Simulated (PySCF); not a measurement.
Al$_{2}$Cl$_{4}$HN

```yaml
atoms:
  - { symbol: Al, position_ang: [-0.8446, -0.7447, 1.0579] }
  - { symbol: Cl, position_ang: [-1.9774, -1.8447, 2.3939] }
  - { symbol: Cl, position_ang: [-0.6455, 1.4094, 1.2480] }
  - { symbol: N, position_ang: [0.1310, -0.9396, -0.3666] }
  - { symbol: Al, position_ang: [0.6971, 0.7390, -0.8006] }
  - { symbol: Cl, position_ang: [-0.2211, 1.7191, -2.4171] }
  - { symbol: Cl, position_ang: [2.6452, 1.3471, -0.2975] }
  - { symbol: H, position_ang: [0.3535, -1.7713, -0.9017] }
```

Geometry: PBE0-D3(BJ)/def2-SVP.

Computed with PBE0/pcSseg-1 Al:pcSseg-2, SCF density, gas phase, non-relativistic (PySCF).

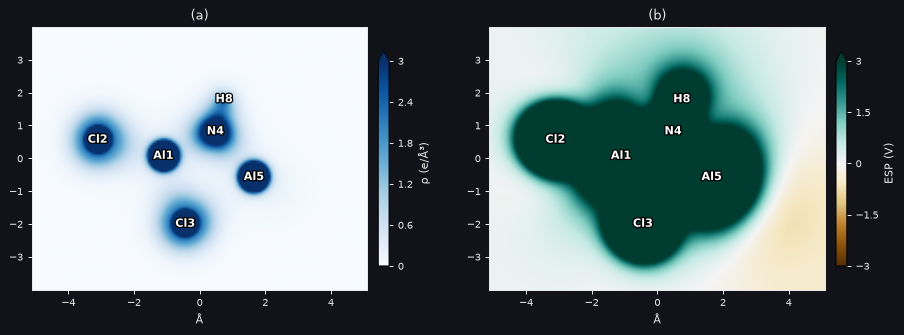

Figure 1. (a) electron density; (b) molecular electrostatic potential on the plane of atoms Cl2, Al1 and Cl3.

Question: What do the fields say about this system?

Answer: The plane passes through Al, Cl, N and H nuclei.
Al–N (1.74 Å): the density is about 0.94 e/Å³ at the midpoint.
Al–Cl (2.07 Å): ρ at the midpoint is about 0.81 e/Å³.
N–H (1.01 Å): the density is about 2.8 e/Å³ at the midpoint.
Al–N (1.82 Å): ρ at the midpoint is about 0.82 e/Å³.
Al–Cl (2.17 Å): the density is about 0.68 e/Å³ at the midpoint.
Outside the dense part of the molecule the potential is most negative (−0.7 V) near Cl7, which lies off the plane.

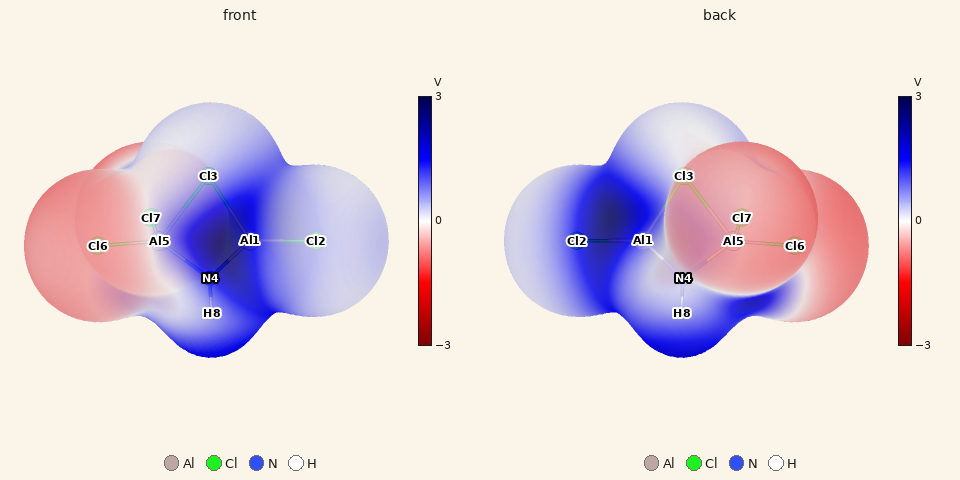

Figure 2. The molecular electrostatic potential painted on the density surface at 0.001 e/bohr³, seen from the front and from behind; red is negative and blue positive.

Question: Which sites attract a positive test charge, and which a negative one?

Answer: A positive charge is drawn to the negative regions and a negative charge to the positive ones. The most negative region (about −0.8 V) lies over Cl6 and Cl7, the most positive (about +2.7 V) over Al1.
